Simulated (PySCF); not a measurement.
CH$_{3}$O$_{2}$S, charge +1, SMILES `[OH3+].O=C=S`.

Level of theory: B3LYP/aug-cc-pVDZ (PySCF), at a geometry from GFN2-xTB. GFN2-xTB bond lengths at metals and heavier atoms can be off by up to 0.1 Å and shapes distorted, which carries into these values.

Coordinates in Å:

```
O1       3.0324   -0.0485   -0.1990
H2       2.0015   -0.0106   -0.0435
H3       3.4431   -0.7531    0.3415
H4       3.4458    0.8157   -0.0141
O5       0.5568    0.0678    0.2631
C6      -0.6121    0.0265    0.1023
S7      -2.1207   -0.0228   -0.0882
```

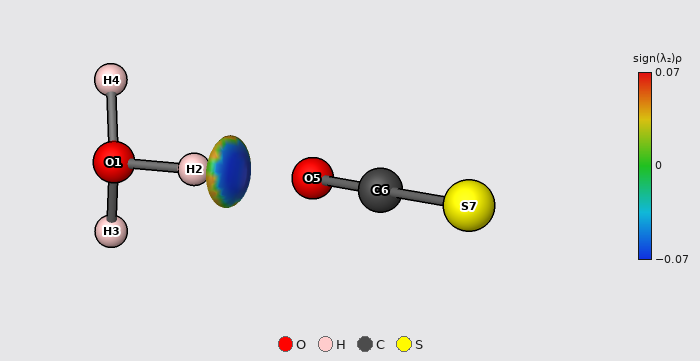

Non-covalent interaction surfaces between the fragments (reduced density gradient s = 0.6, coloured by sign(λ₂)ρ in a.u.; trimmed to the region between the fragments where ρ is under 0.1 a.u.). Fragment A: H3O(+1) (atoms 1–4); fragment B: CSO.

Q: Interpret the surfaces between the fragments.

A: Bond critical points between the fragments: H2···O5, hydrogen bond, 1.48 Å, ρ = 0.068 a.u. It appears blue (attractive, sign(λ₂)ρ well below zero). The pose is a local one from a semi-empirical search, not shown to be the most stable. With a charged fragment, long-range electrostatics, which these surfaces don't show, weighs heavily in the interaction energy.

Q: How strongly are they bound?

A: The counterpoise-corrected interaction energy of the frozen fragments is −22.8 kcal/mol without dispersion correction and −23.8 kcal/mol with D3(BJ). The pair geometry is semi-empirical, not a minimum at this level.

Cost of the run: 24 s on 1 thread of Arm Neoverse V1, with other jobs on the host, peak memory 0.57 GiB.
